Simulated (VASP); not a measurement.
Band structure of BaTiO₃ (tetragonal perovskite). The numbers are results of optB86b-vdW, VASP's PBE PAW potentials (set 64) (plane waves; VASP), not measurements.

Unless said otherwise, spin-orbit coupling is left out, though it shifts the bands of the heavy elements here.

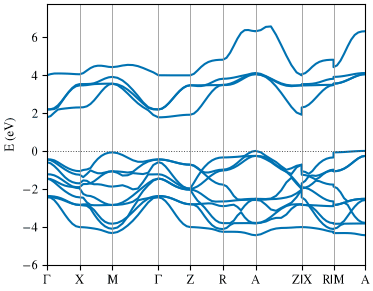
Figure: Bands along high-symmetry lines, zero at the valence-band maximum or, without a gap, the Fermi level

Problem. Read the plot: is there a gap, and where are the band edges?

Solution. The gap is indirect, 1.77 eV, from the valence maximum at A to the conduction minimum at Γ. (Edges off the drawn lines would not show.)

The compound is BaTiO3 in the tetragonal perovskite structure. It was relaxed first.
